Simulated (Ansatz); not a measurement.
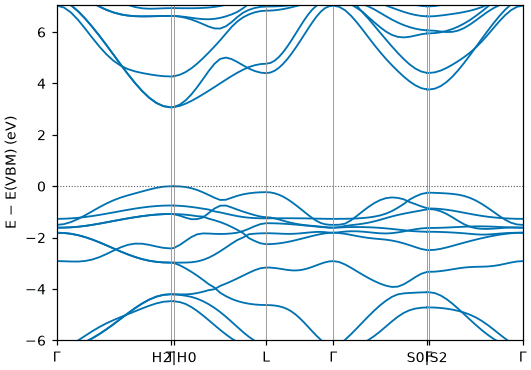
Figure: Band structure from r²SCAN+D4 (plane waves, PAW; program Ansatz)

Read off the gap and where the band edges lie.

About 3.1 eV (3.07 eV by a search for the band edges); maximum at T, minimum at T.

The material is TlIO₃ in space group R3m (No. 160; Tl on 3a, I on 3a, O on 9b).

The first step of the workflow began from a Materials Project structure, measured or hypothetical; the Crystallography Open Database copy checked does not list it. Its standing as an ambient phase is unchecked. The cell was relaxed with r²SCAN+D4 under the symmetry of its start; whether a distortion lowers the energy is not shown. Scalar-relativistic: spin–orbit coupling is off unless named, which matters more the heavier the elements.

Potentials: the later of the program's two PAW sets.
